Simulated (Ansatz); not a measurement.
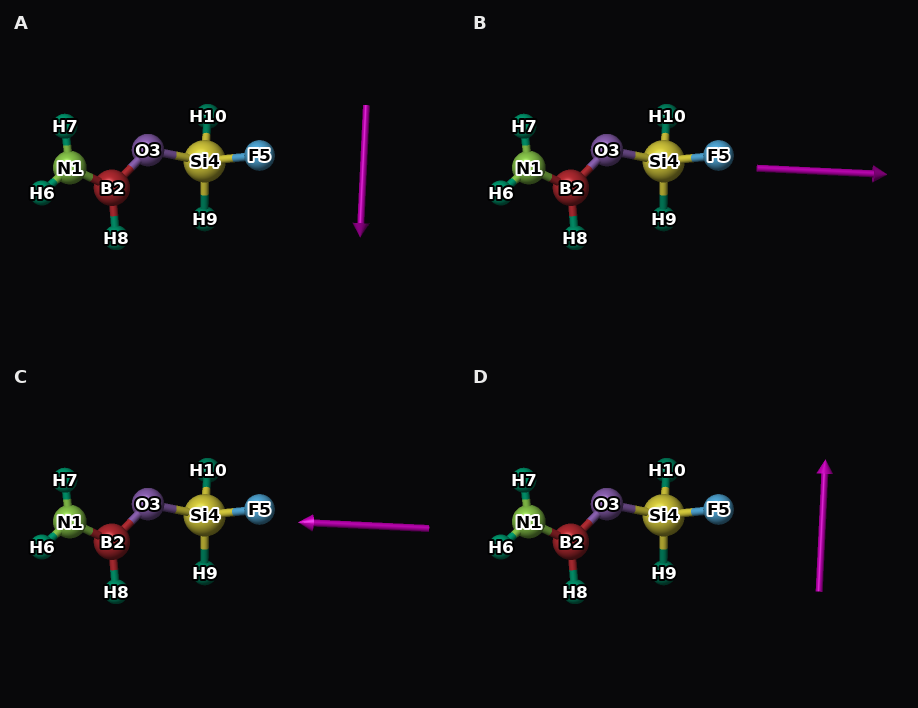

The same molecule four times, each with an arrow. The geometry was computed by an optimisation with PBE-D4/def2-SVP. No frequency run is at hand to confirm it as a minimum. Properties computed with RKS PBE-D4/def2-SVP (Ansatz 0.2.0).

**Which arrow points along the dipole moment, from the negative to the positive end?**

C. The dipole moment is 2.32 D; it points from the side of F5 to the side of H6 (the outermost atoms at the two ends).
